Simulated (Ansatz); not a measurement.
```yaml
atoms:
  - { symbol: Al, position_ang: [-0.3828, -0.7745, -0.8475] }
  - { symbol: B, position_ang: [-0.7522, 0.1210, 0.8744] }
  - { symbol: Ga, position_ang: [0.8424, -0.0812, 2.3400] }
  - { symbol: H, position_ang: [-0.7152, 1.3442, 0.8759] }
  - { symbol: H, position_ang: [-1.5964, -0.4009, 1.5904] }
  - { symbol: H, position_ang: [0.4384, -1.6325, -1.9144] }
```

Geometry: B3LYP-D3(BJ)/def2-SVP.

Level of theory: isolated molecule in a Gaussian basis; Kohn-Sham density functional theory, functional PBE0 in Ansatz 0.2.0.

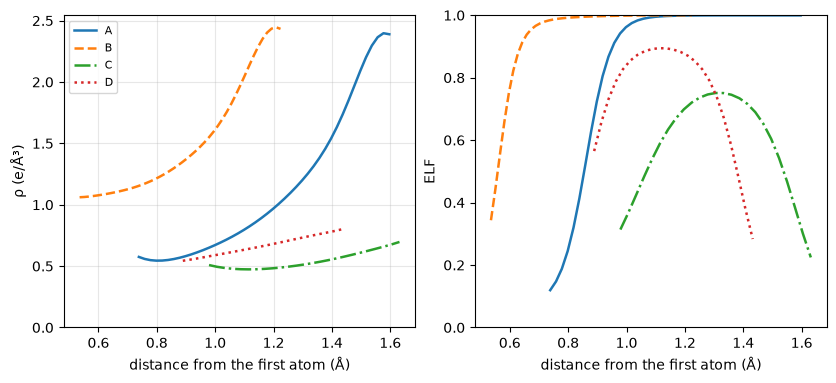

AlBGaH₃. Electron density and electron localisation function along straight lines between neighbouring atoms. The curves leave out the atomic cores.

**Which curve belongs to which contact (Al–B, Al–H, B–H and Ga–B)? The first atom named is at distance zero.**

Curve A: Al–H (1.60 Å): the density is about 0.54 e/Å³ at the midpoint; the ELF climbs to about 1 towards the hydrogen. Curve B: B–H (1.22 Å): the density is about 1.1 e/Å³ at the midpoint; the ELF climbs to about 1 towards the hydrogen (an ordinary covalent bond to hydrogen). Curve C: Ga–B (2.18 Å): ρ is about 0.47 e/Å³ halfway; the ELF peaks at about 0.75 in the valence shell of B, 0.9 Å from its nucleus, and is about 0.55 at the midpoint. Curve D: Al–B (1.98 Å): ρ at the midpoint is about 0.58 e/Å³; the ELF peaks at about 0.90 between the atoms; localised, covalent bonding.
